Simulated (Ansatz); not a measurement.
**Ligand exchange: C2H9NSi + C3H9NSi → C2H11NSi2 + C3H7N**

Species: C2H9NSi `CC[SiH2]N`, singlet; C3H9NSi `C=CN(C)[SiH3]`, singlet; C2H11NSi2 `CC[SiH](N)[SiH3]`, singlet; C3H7N (N-methylethenamine) `C=CNC`, singlet. The partners trade H for SiH3: Si–H and N–SiH3 bonds give way to Si–SiH3 and N–H.

Shapes, held fixed at every level: PBE0-D4/def2-TZVP. Flexible molecules stand in one conformer, not always the lowest. Programs: Ansatz 0.2.0. The zero-point and thermal change to 298 K, harmonic and unscaled (PBE0-D4/def2-TZVP), is +5.7 kJ/mol.

```tsv
level	kind	ΔH(298 K) (kJ/mol)	less CCSD(T)/CBS estimate
SPW92/def2-TZVPP	LDA	+49.4	-15.5
B2PLYP/def2-TZVPP	double hybrid	+64.7	-0.2
MP2/def2-SVP	perturbation theory	+67.9	+3.0
CCSD(T)/def2-SVP	coupled cluster or CI	+59.9	-5.0
CCSD(T)/def2-TZVPP	coupled cluster or CI	+65.1	+0.2
CCSD/def2-TZVPP	coupled cluster or CI	+66.0	+1.1
CCSD(T)/CBS estimate	coupled cluster or CI	+64.9	0.0
```

The highest level, CCSD(T)/CBS estimate, gives ΔH(298 K) = +64.9 kJ/mol; the levels span +49.4 to +67.9. The column of differences is taken from that level and isn't an error. No measured value is set beside it here. The CBS estimate extrapolates MP2 from def2-TZVPP and def2-QZVPP and adds CCSD(T) − MP2 in the triple-zeta set, cores frozen.

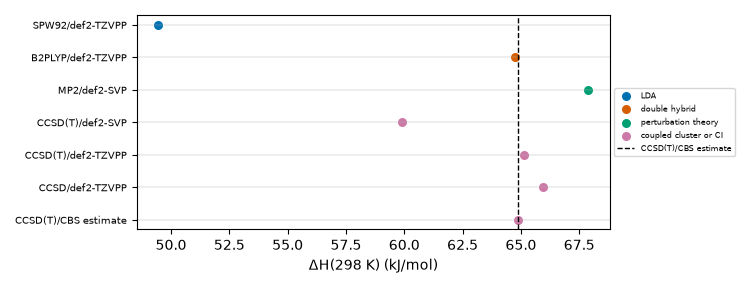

The values of the table, level by level.
